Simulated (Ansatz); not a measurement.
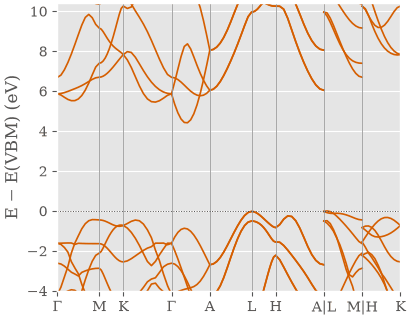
*Band structure from the program Ansatz at the r²SCAN level (PAW)*

Question: Read off the gap and where the band edges lie.

Answer: About 4.4 eV (4.40 eV by a search for the band edges); maximum on the L–M line, 8 % of the way from L, minimum on the Γ–A line, 39 % of the way from Γ.

Question: Which compound is it?
A. C, P6_122 (C on 6b)
B. SiC, 4H polytype
C. CaO, P6_3/mmc (Ca on 2d, O on 2c)
D. Na2S, P6_3/mmc (S on 2c, Na on 2a, Na on 2d)

Answer: A, C, P6_122 (C on 6b)

The start of the workflow was typed in or built on a structure type; neither database checked (COD, Materials Project) lists it. It is not the phase usual at ambient conditions (space group No. 194, 227). Symmetry was held in the r²SCAN relaxation; whether a distortion lowers the energy is not shown.

Potentials: the later of the program's two PAW sets.
